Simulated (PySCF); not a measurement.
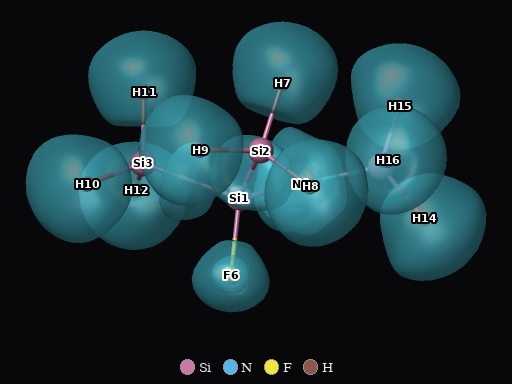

*FH₁₀NSi₄ (SMILES F[Si]([SiH3])([SiH3])N[SiH3]). Isosurface of the electron localisation function at 0.75 (cyan), seen from one side. Only the valence region is drawn (cores and ρ < 0.01 e/Å³ removed).*

Geometry: PBE0-D3(BJ)/def2-SVP.

Level of theory: PBE0/pcSseg-1, SCF density, gas phase, non-relativistic (PySCF).

Input

```
{"job": {"kind": "nmr", "xc": "PBE0", "basis": "pcSseg-1"}, "charge": 0, "multiplicity": 1}
Si    -0.302961     0.228848    -0.703142
Si     2.044265     0.272955    -0.629609
Si    -1.148252    -1.713852    -1.708749
N     -0.989678     0.368920     0.879296
Si    -0.304261     1.073158     2.324880
F     -0.758069     1.489590    -1.650784
H      2.545044    -0.653017     0.432816
H      2.574595     1.647910    -0.384746
H      2.546393    -0.206757    -1.955117
H     -0.780648    -1.779107    -3.155726
H     -0.578683    -2.909396    -1.011754
H     -2.639825    -1.758018    -1.580907
H     -1.966790     0.091241     0.949636
H     -1.063417     2.278749     2.777452
H     -0.283995     0.092374     3.452395
H      1.095298     1.465069     1.986249
```

Run with:

```sh
OMP_NUM_THREADS=1 python cluster_run.py task.json out
```

Question: Describe the localisation domains.

Answer: At this value the surface marks out two regions between bonded Si–Si atoms (shared pairs), nine regions around hydrogen nuclei, one region wrapped around F (its lone pairs, merged into a ring or cap) and one joined region spread over several atoms (H, N), in which their bonds and any lone pairs are merged. Along the contacts the grid gives the following. Si–F (1.64 Å): the ELF peaks at about 0.85 in the valence shell of F, 0.6 Å from its nucleus, and is about 0.50 at the midpoint. Si–N (1.73 Å): the ELF peaks at about 0.90 between the atoms (a shared but strongly polarised pair).
